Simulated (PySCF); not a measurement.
# SeSi (SMILES [Si][Se]) at 6 levels

We compute a comparison of 6 runs (PBE0/STO-6G, r2SCAN/STO-6G, MP2/STO-6G, CCSDT/STO-6G, UCCSD(T)/STO-6G, FCI/STO-6G) of SeSi. Input form: a Python script.

The calculation is run with PySCF 2.14.0.

**1. Starting point**

The species is SeSi (2 atoms), typed as a singlet with charge 0. As SMILES, `[Si][Se]`. The start is not the relaxed shape.

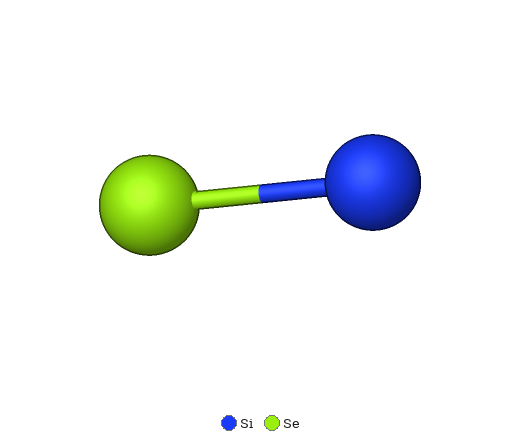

Viewed from a chosen angle; silicon blue, selenium green.

**2. The energy at PBE0/STO-6G (run 1)**

The input, calc.py:

```python
from pyscf import gto, dft

mol = gto.M(
    atom='''
Si     0.000000     0.000000    -0.802888
Se     0.000000     0.000000     4.014780
''',
    unit='bohr',
    verbose=3,
    basis='sto-6g',
    max_memory=1860,
)

mf = dft.RKS(mol, xc='pbe0')
mf.grids.level = 5
mf.conv_tol = 1e-10
mf.kernel()
if not mf.converged:
    mf = mf.newton().run(mf.mo_coeff, mf.mo_occ)

etot = mf.e_tot
print('E(%s) = %.9f' % ('PBE0', etot))
```

Started as:

```console
$ OMP_NUM_THREADS=1 python calc.py
```

The program printed:

```text
converged SCF energy = -2677.05251328238
E(PBE0) = -2677.052513282
```

Run time: 3.3 s. Hardware: 1 thread of Arm Neoverse V2, shared host; peak memory 0.21 GiB.

**3. The energy at r2SCAN/STO-6G (run 2)**

The input, job.py:

```python
from pyscf import gto, dft

molecule = gto.M(
    atom='''
Si     0.000000     0.000000    -0.424870
Se     0.000000     0.000000     2.124530
''',
    verbose=3,
    basis='sto-6g',
    max_memory=1860,
    charge=0,
)

mf = dft.RKS(molecule)
mf.xc = 'r2scan'
mf.conv_tol = 1e-10
mf.grids.level = 5
mf.kernel()
if not mf.converged:
    mf = mf.newton().run(mf.mo_coeff, mf.mo_occ)

e_final = mf.e_tot
print('E(%s) = %.9f' % ('R2SCAN', e_final))
```

Started as:

```console
$ OMP_NUM_THREADS=1 python job.py
```

The program printed:

```text
converged SCF energy = -2677.48565159653
E(R2SCAN) = -2677.485651597
```

Run time: 4.8 s. Hardware: 1 thread of Arm Neoverse V2, shared host; peak memory 0.21 GiB.

Runs 3 to 5 aren't shown in full; the table further down has their settings and results.

**4. The energy at FCI/STO-6G (run 6)**

The input, job.py:

```python
from pyscf import gto, mcscf
from pyscf import fci

mol = gto.M(
    atom='''
Si   0.000000   0.000000  -0.424870
Se   0.000000   0.000000   2.124530
''',
    verbose=3,
    max_memory=1860,
    basis='sto-6g',
)

calc0 = mol.RHF()
calc0.conv_tol = 1e-10
calc0.kernel()
if not calc0.converged:
    calc0 = calc0.newton().run(calc0.mo_coeff, calc0.mo_occ)

cas = mcscf.CASCI(calc0, calc0.mo_coeff.shape[-1] - 14, (mol.nelec[0] - 14, mol.nelec[1] - 14))  # full CI above the frozen core
cas.fcisolver = fci.direct_spin0.FCI(mol)  # even spin states alone
cas.kernel()
print('<S^2> = %.4f' % cas.fcisolver.spin_square(cas.ci, cas.ncas, cas.nelecas)[0])
e_final = cas.e_tot
print(f'total energy: {e_final:.8f} hartree')
```

Started as:

```console
$ OMP_NUM_THREADS=1 python job.py
```

The program printed:

```text
converged SCF energy = -2675.44549040057
CASCI E = -2675.57458237286  E(CI) = -145.480903603309  S^2 = 0.0000000
<S^2> = 0.0000
total energy: -2675.57458237 hartree
```

Wall time 2.9 s (1 thread of Arm Neoverse V2, shared host); peak memory 0.13 GiB.

**5. All runs side by side**

| run | level | integration grid | frozen core orbitals | follow instability | energy (Eh) | dipole moment (D) of the reference | HOMO energy (eV) | LUMO energy (eV) | wall time |
| --- | --- | --- | --- | --- | --- | --- | --- | --- | --- |
| 1 | PBE0/STO-6G | 5 | – | – | -2677.052513 | 4.17 | -2.89 | 0.63 | 3.3 s |
| 2 | r2SCAN/STO-6G | 5 | – | – | -2677.485652 | 3.90 | -2.25 | -0.07 | 4.8 s |
| 3 | MP2/STO-6G | – | 14 | – | -2675.537006 | 6.02 | -4.41 | 4.09 | 1.1 s |
| 4 | CCSDT/STO-6G | – | 14 | – | -2675.575050 | 6.02 | -4.41 | 4.09 | 1.6 s |
| 5 | UCCSD(T)/STO-6G | – | 14 | yes | -2675.570266 | 3.63 | -5.27 | 5.10 | 1.5 s |
| 6 | FCI/STO-6G | – | 14 | – | -2675.574582 | 6.02 | -4.41 | 4.09 | 2.9 s |

**6. What came out**

```
                                           quantity           value
                                run 6: total energy  -2675.57458 Eh
        run 6: dipole moment (Hartree–Fock density)          6.02 D
         run 6: HOMO energy (Hartree–Fock orbitals)        -4.41 eV
         run 6: LUMO energy (Hartree–Fock orbitals)         4.09 eV
       run 6: HOMO–LUMO gap (Hartree–Fock orbitals)         8.50 eV
run 6: correlation energy (14 core orbitals frozen)      -129.1 mEh
```

**Reading.** Against full CI in this basis: MP2 +37.6 mEh; CCSDT -0.5 mEh; UCCSD(T) +4.3 mEh. Totals of different functionals can't be ranked against each other. Spin contamination: run 5 ⟨S²⟩ = 0.96. All runs together took 15 s, the longest 4.8 s.
